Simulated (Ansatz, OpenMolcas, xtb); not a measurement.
**TiO2 (titanium dioxide): methods side by side**

TiO2: 3 atoms, total charge 0, spin state singlet. SMILES: `[O]=[Ti]=[O]`. The coordinates come from a PBE0-D4/def2-TZVP relaxation.

```xyz
3

O     0.9210    0.9288    0.4446
Ti    0.1350   -0.4920    0.3316
O    -1.0561   -0.4368   -0.7762
```

Each level gives the vertical energy of the triplet above the singlet (eV). The values are calculated.

```json
{"level": "GFN0-xTB", "kind": "semi-empirical", "program": "xtb", "value (eV)": "4.11", "CPU time (all runs)": "under 2 s"}
{"level": "GFN1-xTB", "kind": "semi-empirical", "program": "xtb", "value (eV)": "2.89", "CPU time (all runs)": "under 2 s"}
{"level": "HF/aug-cc-pVDZ", "kind": "Hartree–Fock", "program": "Ansatz", "value (eV)": "1.00", "CPU time (all runs)": "60 s"}
{"level": "SVWN5/aug-cc-pVDZ", "kind": "LDA", "program": "OpenMolcas", "value (eV)": "2.60", "CPU time (all runs)": "99 s"}
{"level": "revPBE/aug-cc-pVDZ", "kind": "GGA", "program": "OpenMolcas", "value (eV)": "2.45", "CPU time (all runs)": "2.3 min"}
{"level": "TPSS/aug-cc-pVDZ", "kind": "meta-GGA", "program": "OpenMolcas", "value (eV)": "2.45", "CPU time (all runs)": "3.4 min"}
{"level": "B3LYP/aug-cc-pVDZ", "kind": "global hybrid", "program": "OpenMolcas", "value (eV)": "2.33", "CPU time (all runs)": "2.5 min"}
{"level": "MP2/aug-cc-pVDZ", "kind": "perturbation theory", "program": "Ansatz", "value (eV)": "4.47", "CPU time (all runs)": "77 s"}
{"level": "CCSD(T)/aug-cc-pVDZ", "kind": "coupled cluster or CI", "program": "Ansatz", "value (eV)": "2.53", "CPU time (all runs)": "3.4 min"}
```

The values span 1.00 to 4.47 eV. Spin contamination of the reference (⟨S²⟩ at least 0.1 too high) touches HF/aug-cc-pVDZ. The xTB rows lack spin polarisation, so open shells miss the exchange term that lowers them. The coupled-cluster rows rest on a doubtful reference here (large T1 or Brueckner and Hartree–Fock orbitals at odds), and rows may lie in different states. CPU times are rough (shared hosts, several kinds of processor): they show what a rung costs within a factor of a few.

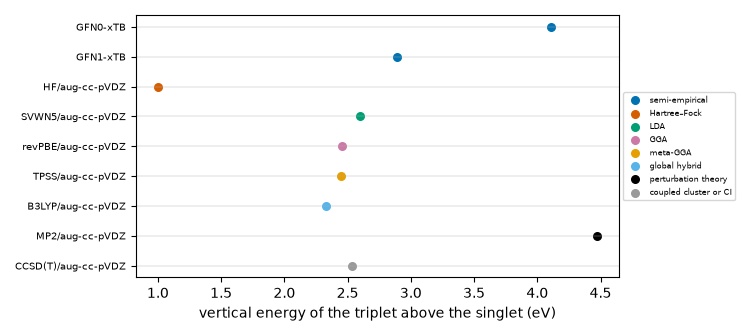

The values of the table, level by level.
